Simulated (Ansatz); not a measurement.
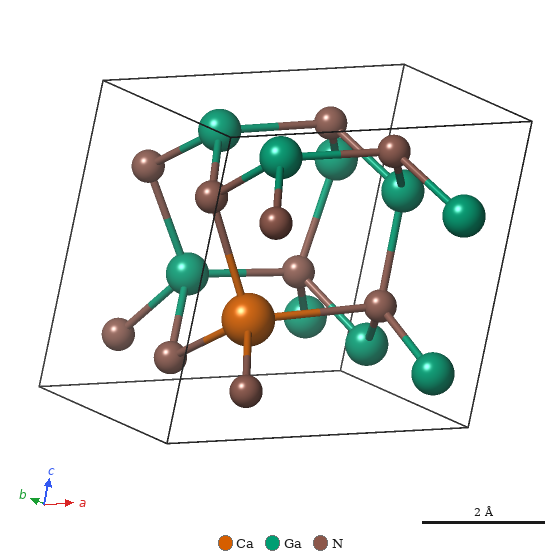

This ball-and-stick model is shown slightly off an axis. The wireframe shows the supercell. The host is GaN, in a cell of 16 sites, and the cell is neutral.

Question: Spot the defect.

Answer: Calcium on a gallium site (a substitutional impurity). It is bonded to five N at about 2.2 to 3.0 Å.

Computational set-up: DFT PBE, scalar-relativistic, plane waves, PAW in Ansatz, an energy cutoff of 420 eV, Brillouin-zone sampling on a 3×3×3 mesh, Gaussian smearing of 0.01 eV, collinear spins.

Question: Is the defect magnetic?

Answer: Yes, 1.0 μB in the cell.

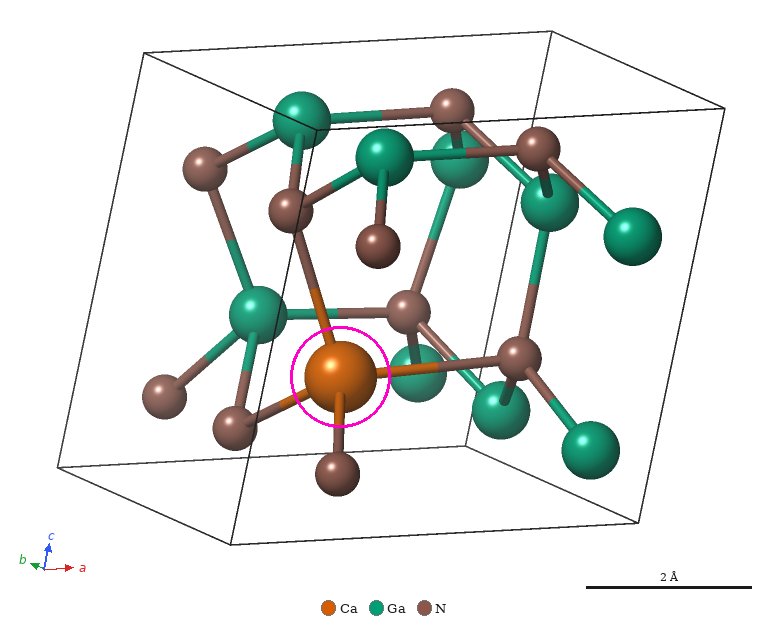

The same cell with a ring at the defect's site.

The atoms were relaxed in the host's cell with Ansatz, DFT PBE, scalar-relativistic, plane waves, PAW.
